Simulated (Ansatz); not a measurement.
# H6NSi2 (charge -1): inversion of the pyramid at Si1, part 2 of 2

How high is the barrier for the inversion of the pyramid at Si1? Relax the two ends, then run a nudged elastic band between them. SMILES of the start: [SiH2-]N[SiH3].

Ansatz 0.2.0; RKS PBE-D4/def2-SVP. Earlier steps stand in the parts before.

### Step 6. Vibrations at the top

The geometry is the highest inner image of the first converged band.

input.yaml

```yaml
crystal:
  periodic: [false, false, false]
  atoms:
    - { symbol: Si, position_ang: [-0.952862, 0.890524, -1.031132] }
    - { symbol: "N", position_ang: [0.674958, 0.39134, -0.476039] }
    - { symbol: Si, position_ang: [0.454203, -0.69527, 0.836893] }
    - { symbol: H, position_ang: [-1.717545, 0.002947, -1.96466] }
    - { symbol: H, position_ang: [-1.59771, 2.090787, -0.409634] }
    - { symbol: H, position_ang: [1.572735, 0.624617, -0.919445] }
    - { symbol: H, position_ang: [1.899023, -1.145584, 1.2679] }
    - { symbol: H, position_ang: [-0.222779, -2.028985, 0.569516] }
    - { symbol: H, position_ang: [-0.110013, -0.130386, 2.126592] }
total_charge: -1
basis:
  gaussian: { orbitals: def2-SVP }
hamiltonian:
  xc: pbe
  dispersion: d4
phonons: {}
```

Started as:

```bash
$ ansatz run input.yaml --threads 1 --pin off --max-ram 2048MiB --backend cpu --events-out ev --progress --plain --runs-dir out
```

The log of the run, cut to the lines that bear on the results:

```text
Warning: RAYON_NUM_THREADS=1 ignored (pool sized by the plan → 1); use --threads N
[...]
Functional definition: PBE
[...]
912 factors; their error is unknown
[...]
mean field -17325.57644716 eV, -636.7031907356 hartree, gradient 2.0e-5 eV, S^2 0.000000; 0 other end points of the search recorded, 0 dependent functions left out
[...]
reference -17325.57648673 eV, -636.7031921900 hartree; 21, 21 occupied and 59, 59 virtual orbitals, 912 factors
[...]
912 factors; their error is unknown
mean field -17325.57636198 eV, -636.7031876054 hartree, gradient 2.5e-6 eV, S^2 0.000000; 0 other end points of the search recorded, 0 dependent functions left out
[...]
reference -17325.57640156 eV, -636.7031890600 hartree; 21, 21 occupied and 59, 59 virtual orbitals, 912 factors
[...]
912 factors; their error is unknown
mean field -17325.57637361 eV, -636.7031880326 hartree, gradient 2.6e-6 eV, S^2 0.000000; 0 other end points of the search recorded, 0 dependent functions left out
[...]
WARN: phonons: modes at or below zero, which the zero-point energy, F, S and C_V leave out: 1, the lowest at -834.55 cm⁻¹. A minimum has none, and a first-order saddle one
[...]
Total energy: -17325.81687855 eV, -636.7120264263 hartree
Atom 0 at    -0.952862     0.890524    -1.031132 Å, force     0.006535    -0.000865     0.003402 eV/Å
Atom 1 at     0.674958     0.391340    -0.476039 Å, force    -0.021814    -0.000492    -0.015535 eV/Å
Atom 2 at     0.454203    -0.695270     0.836893 Å, force     0.000640     0.001268    -0.002134 eV/Å
Atom 3 at    -1.717545     0.002947    -1.964660 Å, force     0.001040     0.000668     0.000378 eV/Å
Atom 4 at    -1.597710     2.090787    -0.409634 Å, force    -0.000420    -0.002070     0.001748 eV/Å
Atom 5 at     1.572735     0.624617    -0.919445 Å, force     0.010892    -0.001262     0.007959 eV/Å
Atom 6 at     1.899023    -1.145584     1.267900 Å, force     0.001580    -0.000877     0.001064 eV/Å
Atom 7 at    -0.222779    -2.028985     0.569516 Å, force     0.000980     0.002535    -0.000058 eV/Å
Atom 8 at    -0.110013    -0.130386     2.126592 Å, force     0.000567     0.001096     0.003175 eV/Å
Dipole moment:     0.441510    -0.143873     0.136433 e Å
Vibrations: -834.55 105.26 171.72 322.41 529.41 574.63 612.54 654.28 737.43 826.84 874.79 889.42 907.15 961.06 1076.19 1780.68 2054.73 2073.52 2163.26 2173.31 3325.91 cm⁻¹, zero-point energy 1.414320 eV
```

Wall time 59 s (1 thread of Arm Neoverse V2, shared host); peak memory 0.11 GiB.

Of 21 modes, 1 is imaginary by more than 30 cm⁻¹ (835i cm⁻¹).

### Step 7. Another band, settings changed

crystal.atoms is end A as relaxed above, and neb.final_atoms is end B, turned to lie on A. With 7 inner images the band has 9 in all.

input.yaml

```yaml
crystal:
  periodic: [false, false, false]
  atoms:
    - { symbol: Si, position_ang: [-1.478647, 0.798004, -0.697087] }
    - { symbol: "N", position_ang: [0.290208, 0.360556, -0.274034] }
    - { symbol: Si, position_ang: [0.587596, -0.797441, 0.952826] }
    - { symbol: H, position_ang: [-1.473927, 0.37877, -2.21402] }
    - { symbol: H, position_ang: [-1.250155, 2.310026, -1.059927] }
    - { symbol: H, position_ang: [1.073221, 0.560636, -0.907392] }
    - { symbol: H, position_ang: [2.099733, -0.9608, 1.126487] }
    - { symbol: H, position_ang: [0.095767, -2.23046, 0.750617] }
    - { symbol: H, position_ang: [0.056215, -0.4193, 2.322521] }
total_charge: -1
basis:
  gaussian: { orbitals: def2-SVP }
hamiltonian:
  xc: pbe
  dispersion: d4
neb:
  order_check: false
  images: 7
  f_tol: 0.5
  max_iterations: 60
  initial_path: idpp
  final_atoms:
    - { symbol: Si, position_ang: [-0.85322725, 1.15083503, -1.435226] }
    - { symbol: "N", position_ang: [0.64599742, 0.50492669, -0.49387492] }
    - { symbol: Si, position_ang: [0.52046267, -0.65078797, 0.76628016] }
    - { symbol: H, position_ang: [-1.75388357, -0.13948445, -1.31253373] }
    - { symbol: H, position_ang: [-1.57037769, 1.80431015, -0.20149735] }
    - { symbol: H, position_ang: [1.50683013, 0.48788198, -1.04448267] }
    - { symbol: H, position_ang: [1.89577589, -1.01315728, 1.34651305] }
    - { symbol: H, position_ang: [-0.09716835, -2.01014214, 0.44013755] }
    - { symbol: H, position_ang: [-0.29439825, -0.13439101, 1.9346749] }
```

Started as:

```bash
$ ansatz run input.yaml --threads 1 --pin off --max-ram 2048MiB --backend cpu --events-out ev --progress --plain --runs-dir out
```

The log of the run, cut to the lines that bear on the results:

```text
Warning: RAYON_NUM_THREADS=1 ignored (pool sized by the plan → 1); use --threads N
[...]
Functional definition: PBE
[...]
912 factors; their error is unknown
[...]
mean field -17326.95867033 eV, -636.7539865003 hartree, gradient 5.5e-5 eV, S^2 0.000000; 0 other end points of the search recorded, 0 dependent functions left out
[...]
reference -17326.95871151 eV, -636.7539880135 hartree; 21, 21 occupied and 59, 59 virtual orbitals, 912 factors
912 factors; their error is unknown
[...]
mean field -17326.98403832 eV, -636.7549187567 hartree, gradient 4.5e-5 eV, S^2 0.000000; 0 other end points of the search recorded, 0 dependent functions left out
[...]
reference -17326.98407835 eV, -636.7549202276 hartree; 21, 21 occupied and 59, 59 virtual orbitals, 912 factors
NEB end point (image 0): max|allowed force component| = 8.655e-3 eV/Å (the criterion of neb.relax_end_points is 1.000e-1)
[...]
912 factors; their error is unknown
mean field -17326.89614070 eV, -636.7516885788 hartree, gradient 4.6e-5 eV, S^2 0.000000; 0 other end points of the search recorded, 0 dependent functions left out
[...]
reference -17326.89618124 eV, -636.7516900685 hartree; 21, 21 occupied and 59, 59 virtual orbitals, 912 factors
NEB iter   1: max|band force component| = 1.178e0 eV/Å  barrier→ = 1.5134 eV  barrier← = 1.5472 eV  Δτ_max = 0.1348 Å  (228 SCF iters)
[...]
NEB iter   2: max|band force component| = 8.896e-1 eV/Å  barrier→ = 1.4354 eV  barrier← = 1.4693 eV  Δτ_max = 0.1325 Å  (193 SCF iters)
[...]
912 factors; their error is unknown
mean field -17326.92383616 eV, -636.7527063680 hartree, gradient 2.2e-5 eV, S^2 0.000000; 0 other end points of the search recorded, 0 dependent functions left out
[...]
reference -17326.92387704 eV, -636.7527078702 hartree; 21, 21 occupied and 59, 59 virtual orbitals, 912 factors
[...]
912 factors; their error is unknown
mean field -17326.80719192 eV, -636.7484197713 hartree, gradient 1.1e-5 eV, S^2 0.000000; 0 other end points of the search recorded, 0 dependent functions left out
[...]
```

### Step 8. More of the same log: band between the two ends

Output, continued, cut to the lines that bear on the results:

```text
reference -17326.80723232 eV, -636.7484212558 hartree; 21, 21 occupied and 59, 59 virtual orbitals, 912 factors
[...]
912 factors; their error is unknown
mean field -17326.39510296 eV, -636.7332757813 hartree, gradient 1.8e-5 eV, S^2 0.000000; 0 other end points of the search recorded, 0 dependent functions left out
[...]
reference -17326.39514300 eV, -636.7332772528 hartree; 21, 21 occupied and 59, 59 virtual orbitals, 912 factors
[...]
912 factors; their error is unknown
[...]
mean field -17325.58737521 eV, -636.7035923342 hartree, gradient 7.9e-6 eV, S^2 0.000000; 0 other end points of the search recorded, 0 dependent functions left out
[...]
reference -17325.58741473 eV, -636.7035937865 hartree; 21, 21 occupied and 59, 59 virtual orbitals, 912 factors
[...]
912 factors; their error is unknown
[...]
Total energy: -17325.80019995 eV, -636.7114134989 hartree
Atom 0 at    -0.964037     0.919158    -1.048166 Å, force     0.021934     0.042888    -0.006581 eV/Å
Atom 1 at     0.643055     0.418288    -0.421724 Å, force    -0.024236    -0.047759     0.055999 eV/Å
Atom 2 at     0.480836    -0.717484     0.860911 Å, force    -0.067666     0.038141    -0.127330 eV/Å
Atom 3 at    -1.784978     0.008833    -1.906993 Å, force     0.076521    -0.090437    -0.007065 eV/Å
Atom 4 at    -1.579879     2.191884    -0.553727 Å, force     0.039153    -0.016727     0.090964 eV/Å
Atom 5 at     1.549277     0.579588    -0.882052 Å, force    -0.024409     0.043841    -0.069556 eV/Å
Atom 6 at     1.943671    -1.125381     1.255196 Å, force    -0.020440    -0.005957     0.023547 eV/Å
Atom 7 at    -0.154177    -2.064544     0.550881 Å, force    -0.016889     0.012086     0.016841 eV/Å
Atom 8 at    -0.133758    -0.210351     2.145664 Å, force     0.016031     0.023924     0.023181 eV/Å
Dipole moment:     0.494337    -0.212404     0.213085 e Å
this run last wrote the band of iteration 4 to <dir>
```

Wall time 62 s (1 thread of Arm Neoverse V2, shared host); peak memory 0.11 GiB.

### Step 9. The band, image by image

Images 0 and 8 are the ends. Energies count from image 0; the path length is the program's own measure over all atoms.

```
image  path (Å)  energy (eV)  sum of angles at Si1 (°)  band force (eV/Å)
    0     0.000       0.0000                     288.7                  -
    1     0.401       0.0354                     296.7              0.045
    2     0.803       0.1724                     311.6              0.117
    3     1.206       0.6708                     343.6              0.216
   4*     1.608       1.3933                     359.5              0.130
    5     1.939       0.7789                     339.2              0.097
    6     2.269       0.0594                     302.1              0.080
    7     2.599      -0.0207                     288.1              0.046
    8     2.929      -0.0339                     285.3                  -
```

The star marks the climbing image.

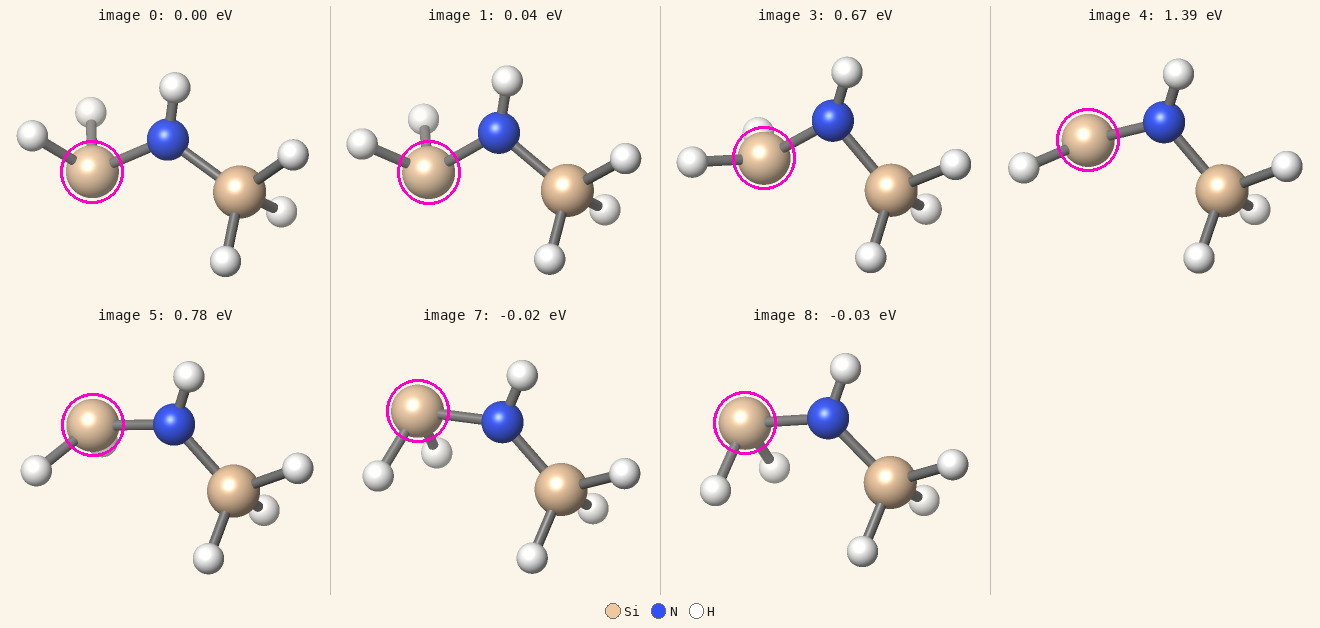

Snapshots along the band, viewed from a chosen angle. Ringed: Si1. Sticks join atoms closer than a bonding distance in each image.

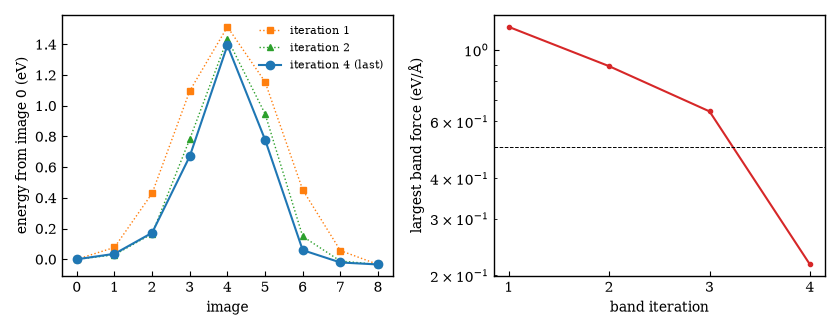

Left: energy of each image for early iterations and the last one (lines only join the points; early values far above the last band run off the scale). Right: the largest band force by iteration, with the threshold dashed.

### Step 10. Summary of results

This closing draws on all 2 parts.

| quantity | value |
| --- | --- |
| end A | 9 moves, 0.339 eV lower |
| end B | 10 moves, 0.517 eV lower |
| first band: barrier forwards | 1.38 eV |
| first band: barrier backwards | 1.41 eV |
| first band: second end relative to first | -0.034 eV |
| first band: highest image | 4 of 0 to 8, climbing |
| first band: band iterations | 12 |
| imaginary modes at the top | 835i cm⁻¹ |
| second band | top 1.393 eV above image 0, 4 iterations, 7 inner images |
| time, first and second band | 2.4 min and 62 s |

In words: In the first band: along this path the system climbs 1.38 eV from the first end (53 kT at 300 K); with a typical attempt rate of 10^13 per second that is roughly 10^-10 events a second. Going back costs 1.41 eV, since the second end is 0.034 eV below the first. One imaginary mode, as a first-order saddle point has. The second band's top lies 17 meV above the first's. As for the second band: the force threshold is loose, so the band stops early. Zero-point energy and entropy are left out.
